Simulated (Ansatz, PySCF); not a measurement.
Potential energy curve for H2S2, SMILES SS. The S1–S3 bond (S1 also carries H; S3 carries H) is varied alone, starting from the PBE0/def2-TZVP optimised geometry.

```
4

S      0.0000     0.0000     0.0000
H      0.0000     1.3316    -0.2023
S      0.0000     0.0000     2.0462
H     -1.3315    -0.0134     2.2485
```

- RHF/cc-pVDZ (PySCF)
- RMP2 = MP2 on RHF/cc-pVDZ, 10 core orbitals frozen in PySCF 2.14.0
- RKS-PBE = Ansatz (a quantum-chemistry and plane-wave program) with restricted PBE/cc-pVDZ

Energies are in kJ/mol, each relative to the lowest point of its own curve near equilibrium.

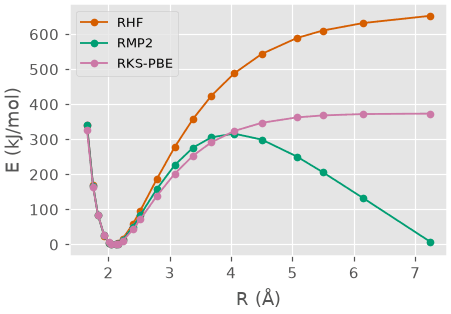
Energy against bond length for each method.

```json
[
 {"R / Å": "1.65", "RHF": "341.9", "RMP2": "339.6", "RKS-PBE": "328.1"},
 {"R / Å": "1.75", "RHF": "168.4", "RMP2": "167.5", "RKS-PBE": "163.6"},
 {"R / Å": "1.83", "RHF": "84.1", "RMP2": "84.1", "RKS-PBE": "83.8"},
 {"R / Å": "1.93", "RHF": "25.3", "RMP2": "25.8", "RKS-PBE": "27.4"},
 {"R / Å": "2.01", "RHF": "4.2", "RMP2": "4.5", "RKS-PBE": "6.2"},
 {"R / Å": "2.05", "RHF": "0.0", "RMP2": "0.0", "RKS-PBE": "1.3"},
 {"R / Å": "2.13", "RHF": "1.0", "RMP2": "0.1", "RKS-PBE": "0.0"},
 {"R / Å": "2.15", "RHF": "2.9", "RMP2": "1.7", "RKS-PBE": "1.1"},
 {"R / Å": "2.23", "RHF": "15.3", "RMP2": "12.5", "RKS-PBE": "9.8"},
 {"R / Å": "2.40", "RHF": "58.9", "RMP2": "51.0", "RKS-PBE": "42.8"},
 {"R / Å": "2.52", "RHF": "96.9", "RMP2": "83.9", "RKS-PBE": "71.8"},
 {"R / Å": "2.79", "RHF": "187.2", "RMP2": "158.7", "RKS-PBE": "138.8"},
 {"R / Å": "3.08", "RHF": "277.9", "RMP2": "226.4", "RKS-PBE": "201.9"},
 {"R / Å": "3.38", "RHF": "358.5", "RMP2": "276.6", "RKS-PBE": "253.5"},
 {"R / Å": "3.68", "RHF": "424.6", "RMP2": "305.9", "RKS-PBE": "291.7"},
 {"R / Å": "4.05", "RHF": "488.3", "RMP2": "316.2", "RKS-PBE": "323.8"},
 {"R / Å": "4.50", "RHF": "543.8", "RMP2": "299.4", "RKS-PBE": "347.2"},
 {"R / Å": "5.07", "RHF": "589.0", "RMP2": "251.1", "RKS-PBE": "362.6"},
 {"R / Å": "5.49", "RHF": "610.3", "RMP2": "206.7", "RKS-PBE": "368.3"},
 {"R / Å": "6.15", "RHF": "631.8", "RMP2": "132.6", "RKS-PBE": "372.2"},
 {"R / Å": "7.24", "RHF": "652.4", "RMP2": "8.4", "RKS-PBE": "373.5"}
]
```

At the longest distance, 7.24 Å, RHF lies highest above its minimum (652.4 kJ/mol) and RMP2 lowest (8.4 kJ/mol).

The RMP2 curve passes through a maximum at 4.05 Å and then falls by 307.8 kJ/mol up to the last usable point.

The restricted form behind RHF, RMP2, RKS-PBE keeps the bonding electrons paired and can't separate into open-shell fragments.
